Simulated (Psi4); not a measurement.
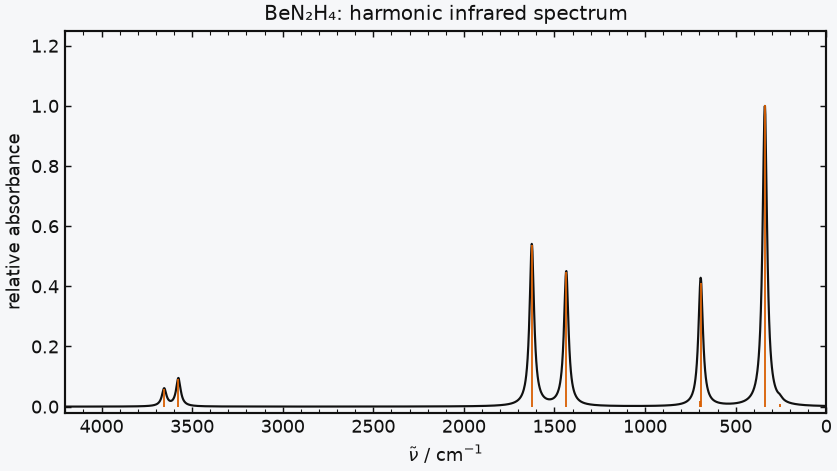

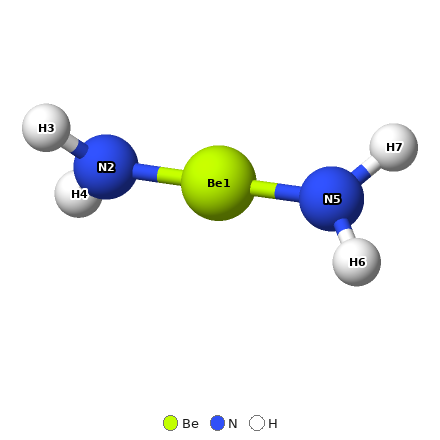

Infrared spectrum of BeN₂H₄ (Be(NH2)2), SMILES [NH2][Be][NH2], singlet. Unscaled harmonic wavenumbers and double-harmonic intensities, B3LYP/6-31G(d) (dispersion D3(BJ)) with Psi4 1.11, at a geometry relaxed at this level, isolated molecule. Modes within 2 cm⁻¹ of each other count as one line, with their intensities summed. Lorentzian lines of 30 cm⁻¹ full width. Close modes add up in the curve.

**Which lines are the most intense?**

338.9 cm⁻¹ (397.7 km/mol), 1624.9 cm⁻¹ (213.9 km/mol) and 1435.0 cm⁻¹ (177.9 km/mol).

**Which is the highest mode?**

3654.3 cm⁻¹ (23.1 km/mol).

**List the modes.**

```csv
cm⁻¹,km/mol
254.6 (×2),3.6
338.9 (×2),397.7
395.2,0.0
692.7 (×2),163.0
698.1,7.3
1435.0,177.9
1609.7,0.0
1624.9,213.9
3575.7 (×2),37.1
3654.3 (×2),23.1
```

Known limits of this run: double-zeta basis.
